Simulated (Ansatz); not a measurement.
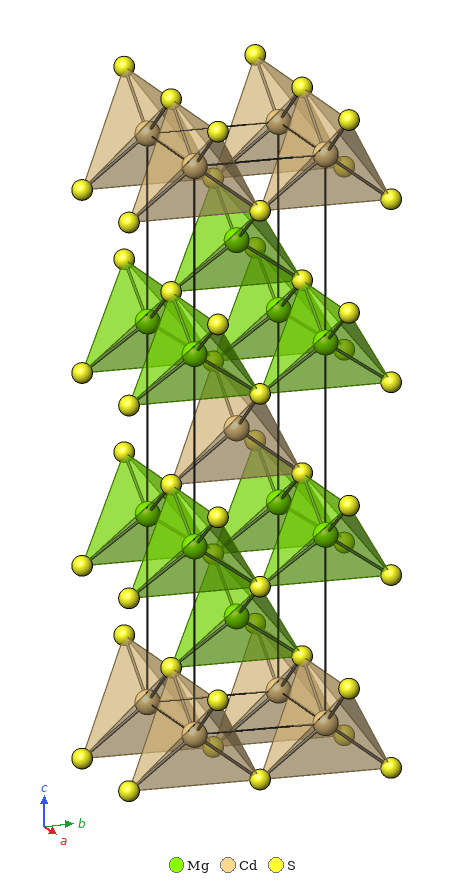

An orthographic polyhedral view of the structure, slightly off an axis. The outline marks the conventional unit cell. Some neighbours outside the box are added.

Mg$_{2}$CdS$_{3}$, space group I-4m2 (No. 119), a = 4.090 Å, b = 4.090 Å, c = 17.249 Å, α = 90.00°, β = 90.00°, γ = 90.00°. The model was built from a structure type filled with these elements by a generator (whether the compound takes this form wasn't checked). Earlier steps of the study, as a rule a relaxation of our own, may have changed the cell and positions, so they can lie some per cent off the listed ones. It went into a calculation with Ansatz.

This one geometry was computed with Ansatz (DFT, plane waves, PAW) at three levels of theory: r2SCAN, PBE and HSE06.

### How does the band gap change with the level of theory?

PBE: a gap of 2.38 eV, direct; r2SCAN: a gap of 2.92 eV, direct; HSE06: a gap of 3.41 eV, direct.

### Collect the results in a table.

| level | cutoff (eV) | k-mesh of the run's cell | gap (eV) | pressure (GPa) |
| --- | --- | --- | --- | --- |
| r2SCAN | 500 | 10×10×10 | 2.92 | -1.2 |
| PBE | 420 | 10×10×10 | 2.38 | 0.0 |
| HSE06 | 420 | 6×6×6 | 3.41 | -1.1 |

Gaps are taken on the k-mesh or band path of each run.
